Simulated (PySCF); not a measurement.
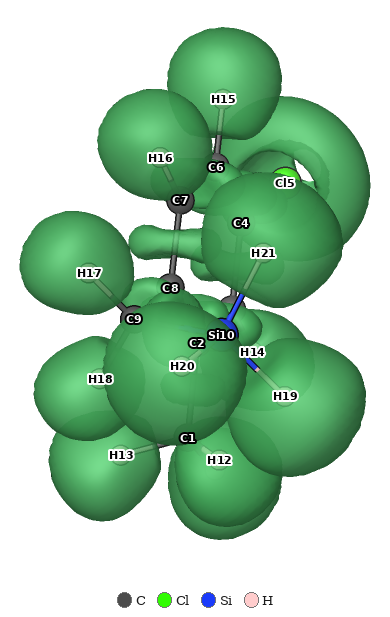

Figure 1: C$_{8}$H$_{11}$ClSi. Isosurface of the electron localisation function at 0.8 (green), seen at an oblique angle. Only the valence region is drawn (cores and ρ < 0.01 e/Å³ removed).

Geometry: GFN2-xTB.

These are results of PBE0/pcSseg-1, SCF density, gas phase, non-relativistic in PySCF 2.14.0, not measurements.

Input file:

```
{"job": {"kind": "nmr", "xc": "PBE0", "basis": "pcSseg-1"}, "charge": 0, "multiplicity": 1}
C     -0.013431     1.547821    -1.624315
C      0.635664     0.645810    -0.618441
C      1.985702     0.348005    -0.741794
C      2.611057    -0.480179     0.172955
Cl     4.295881    -0.838527    -0.012887
C      1.904539    -1.023587     1.230846
C      0.562214    -0.721105     1.355462
C     -0.090513     0.108140     0.449899
C     -1.549968     0.365018     0.622223
Si    -2.588659    -0.980800    -0.254426
H      0.691087     1.815702    -2.407004
H     -0.873776     1.061711    -2.080545
H     -0.360199     2.465987    -1.149805
H      2.557148     0.761264    -1.559113
H      2.394468    -1.669651     1.941887
H      0.002675    -1.139711     2.180015
H     -1.796599     0.347544     1.684801
H     -1.819344     1.350558     0.246015
H     -2.288282    -1.002598    -1.686551
H     -4.002958    -0.663162    -0.048972
H     -2.265627    -2.281298     0.330372
```

Launched as:

```sh
OMP_NUM_THREADS=1 python probes_run.py task.json out
```

Identify the bonds, lone pairs and shells in this picture.

Answer. The surface consists of eight regions between bonded C–C atoms (shared pairs), one region between bonded C–Cl atoms (shared pairs), one region between bonded C–Si atoms (shared pairs), eleven regions around hydrogen nuclei and one ring or bowl of non-bonding electrons around Cl.

Values along the shortest contacts:
C–C (1.38 Å): the ELF peaks at about 0.95 between the atoms; a covalent bond. C–Cl (1.73 Å): the ELF peaks at about 0.90 between the atoms: a covalent bond.
